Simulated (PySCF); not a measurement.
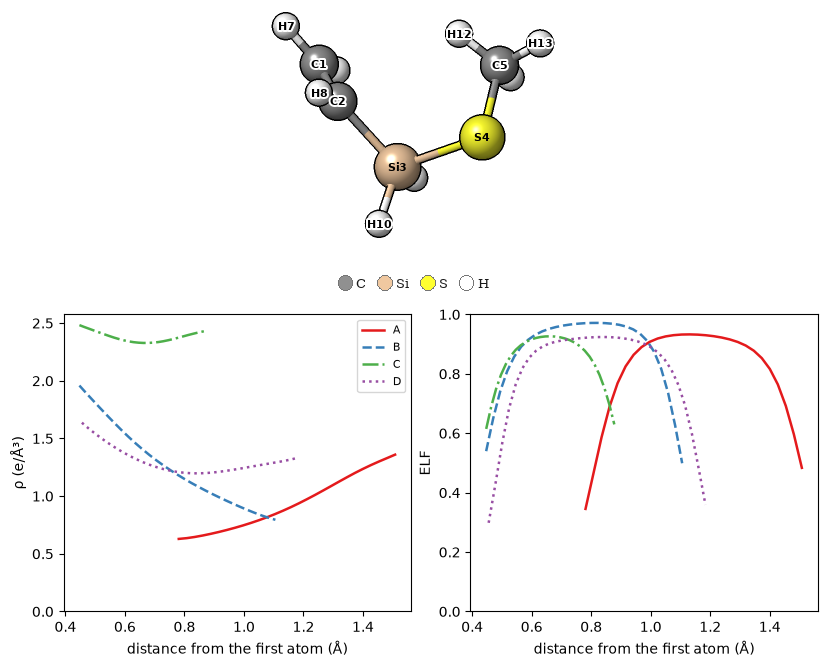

C$_{3}$H$_{8}$SSi (SMILES C=C[SiH2]SC). Electron density and ELF along straight lines between neighbouring atoms. The curves leave out the atomic cores. The structure is drawn too.

Geometry: GFN2-xTB.

Method: CAM-B3LYP/def2-SVPD, SCF density, gas phase (PySCF 2.14.0).

Input

```
{"job": {"kind": "uv", "xc": "CAM-B3LYP", "basis": "def2-SVPD", "nstates": 8, "ntriplets": 3}, "charge": 0, "multiplicity": 1}
C     -2.048744    -0.247107     0.345146
C     -1.240058    -0.439523    -0.686233
Si     0.087475     0.765035    -1.259243
S      2.005475    -0.092736    -0.784546
C      1.816831    -0.278074     1.017558
H     -2.024437     0.661439     0.925553
H     -2.776249    -0.981077     0.657148
H     -1.311734    -1.377088    -1.226856
H     -0.017670     2.033891    -0.541072
H      0.128959     0.909604    -2.704878
H      1.730423     0.702353     1.475881
H      0.937402    -0.877241     1.233715
H      2.707938    -0.778990     1.379956
```

Launched as:

```sh
OMP_NUM_THREADS=1 python probes_run.py task.json out
```

> Which curve belongs to which contact (C–C, C–S, C–Si and Si–S)? The first atom named is at distance zero.

Curve A: Si–S (2.15 Å): ρ is about 0.82 e/Å³ halfway; the ELF peaks at about 0.95 between the atoms; a covalent bond. Curve B: C–Si (1.88 Å): ρ is about 0.96 e/Å³ halfway; the ELF peaks at about 1 between the atoms; a shared electron pair. Curve C: C–C (1.32 Å): ρ is about 2.3 e/Å³ halfway; the ELF peaks at about 0.95 between the atoms (a multiple bond). Curve D: C–S (1.82 Å): the density is about 1.2 e/Å³ at the midpoint; the ELF peaks at about 0.90 between the atoms, as expected for a shared electron pair.
